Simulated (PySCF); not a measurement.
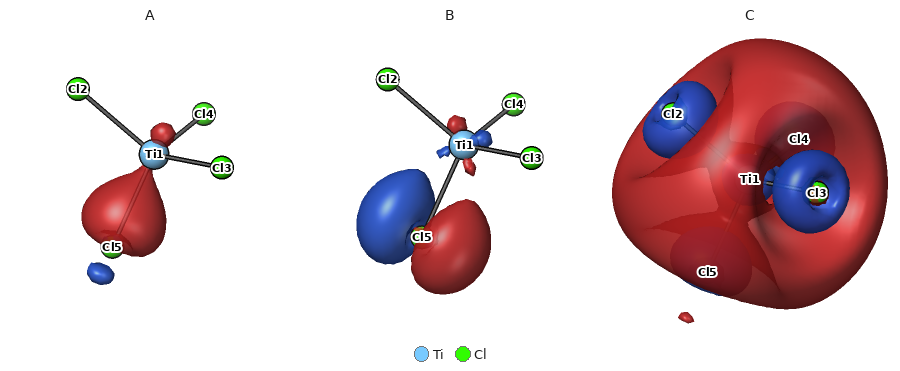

Figure 1: Cl4Ti. Intrinsic bond orbitals (IBO), occupied and valence-virtual; each surface holds about 70 % of the orbital's density. Energies are diagonal elements of the Fock matrix.

Computed with PySCF, BLYP/def2-TZVP, geometry: GFN2-xTB. This is a single-reference result, which may miss multireference character in this system. No frequency check shows the geometry to be a minimum. GFN2-xTB bond lengths at metals and heavier atoms can be off by up to 0.1 Å and shapes distorted, which carries into these values.

> What does each orbital represent in a Lewis picture?

By panel:
- A: pair mostly on Cl5, shared in part with Ti1 (Cl5 80 %, Ti1 19 %; −13.4 eV)
- B: lone pair on Cl5 (p-type) (Cl5 91 %, Ti1 9 %; −8.8 eV)
- C: σ* orbital Ti1–Cl5, mostly on Ti1 (Ti1 82 %, Cl5 5 %, Cl4 4 %; 1.1 eV)
